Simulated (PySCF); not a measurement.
Consider NaCa (charge +1).

```xyz
2

Na    0.0000    0.0000   -2.2625
Ca    0.0000    0.0000    1.3015
```

Theory: PBE0/def2-SVP, non-relativistic Hamiltonian with scalar-relativistic core potentials where named, at a bond length of 3.564 Å (PySCF 2.14.0).

Predict the electron density and electron localisation function between the atoms.

Answer. Na–Ca (3.56 Å): the density is about 0.08 e/Å³ at the midpoint; the ELF peaks at about 0.95 between the atoms.

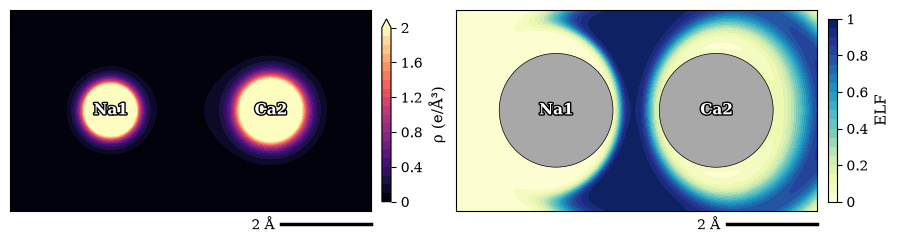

Computed electron density and electron localisation function on a plane that holds the molecular axis, in this order. Grey discs cover the atomic cores in the ELF map. 
